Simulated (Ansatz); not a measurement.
```xyz
10

Al   -0.8168   -0.5805    0.2017
F     0.7193   -1.2535    0.2300
Ge   -0.6313    1.7697    2.5417
N    -1.9991   -1.2294   -0.9394
O    -1.2339    0.6997    1.2461
H    -1.8174   -1.9928   -1.5922
H    -2.9574   -0.8906   -1.0347
H    -0.7423    3.2315    2.0320
H    -1.5342    1.5534    3.7855
H     0.8465    1.4157    2.8698
```

Geometry: PBE-D3(BJ)/def2-SVP.

Computed with isolated molecule in a Gaussian basis; Kohn-Sham density functional theory, functional PBE0 (Ansatz 0.2.0).

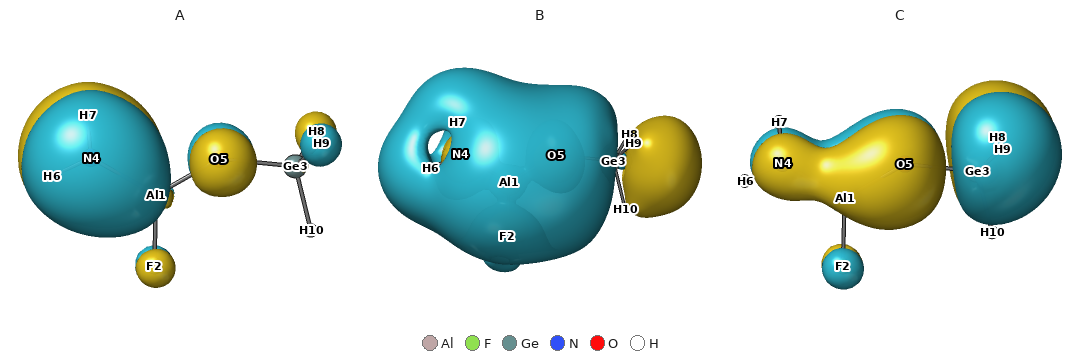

AlFGeH$_{5}$NO (SMILES [NH2][Al]([F])[O][GeH3]). Three frontier orbitals at ±0.04 Å⁻³ᐟ² (yellow and cyan are the two phases), in no order.

Order the three orbitals by energy and name them.

C is the HOMO−1 (−8.74 eV). Its weight (Hirshfeld) is mainly on O5 (about 45 %), Ge3 (about 20 %), H8 (about 15 %) and H9 (about 15 %). A is the HOMO (−7.63 eV). It lies mainly on N4 (about 70 %); largely a lone pair of N4. B is the LUMO (−0.97 eV). By Hirshfeld shares it lies mainly on Al1 (about 50 %), Ge3 (about 15 %), O5 (about 5 %) and N4 (about 5 %).

What is the HOMO–LUMO gap?

6.66 eV between the orbital energies.
